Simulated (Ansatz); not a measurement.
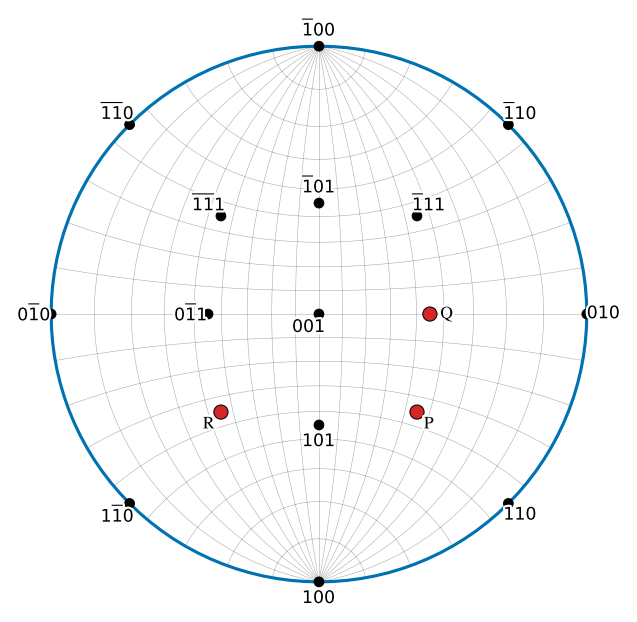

Stereographic projection of plane normals (upper hemisphere) centred on (0 0 1). Crystal: CaYb₂, the end point of a relaxation with Ansatz 0.2.0, DFT PBE, scalar-relativistic, plane waves, PAW; the starting structure was generated, so it need not be a known form of this composition. Geometry calculated from the standardised cell; symmetry tolerance 0.002 Å.

a = 8.410 Å, b = 8.410 Å, c = 8.410 Å, α = 90.00°, β = 90.00°, γ = 90.00°.

> Index the poles marked P, Q, R.

P is (1 1 1), 54.7° from the centre; Q is (0 1 1), 45.0° from the centre; R is (1 −1 1), 54.7° from the centre.

> Which zone does the coloured great circle trace?

The zone [0 0 1]: its poles satisfy l = 0.

> What is the angle between the normals of (1 1 0) and (0 −1 0), and what are their d_hkl = 1/|g|?

135.0°; d = 5.947 Å and 8.410 Å.
